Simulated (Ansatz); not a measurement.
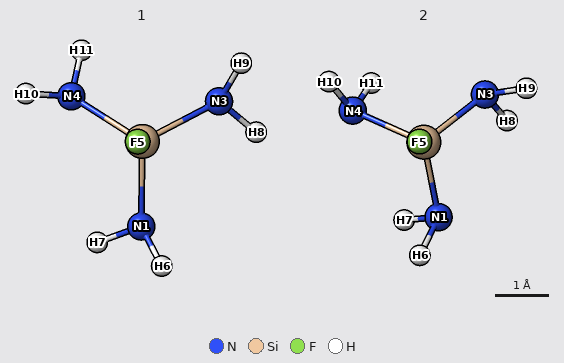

Two geometries of SiN3H6F (coarse preliminary run), drawn at one scale. One is the start of a relaxation, the other its converged end. Style: ball-and-stick. Shown face on.

These are results of RKS PBE-D4/def2-SVP in Ansatz, not measurements. Settings: force threshold 0.03 eV/Å; at most 200 steps.

**Which of the two is the end point?**

Structure 1 is the relaxed one. The start comes from a force field. The largest move after the best rigid fit is that of an H atom, 0.70 Å. Largest moves by element: H 0.70 Å, N 0.34 Å, Si 0.17 Å, F 0.08 Å. Near-neighbour distances that change, for instance: N–Si 1.618 → 1.727 Å, F–Si 1.563 → 1.655 Å, N–Si 1.640 → 1.727 Å, H–N 1.088 → 1.022 Å. Among the angles between lasting bonds that change: Si–N–H 103.3° → 120.6°, Si–N–H 106.1° → 120.5°, Si–N–H 104.3° → 117.0°. The energy falls by 51.5 kcal/mol in 8 geometry steps. Largest force component: 6 eV/Å at the start, 0.024 eV/Å at the end.
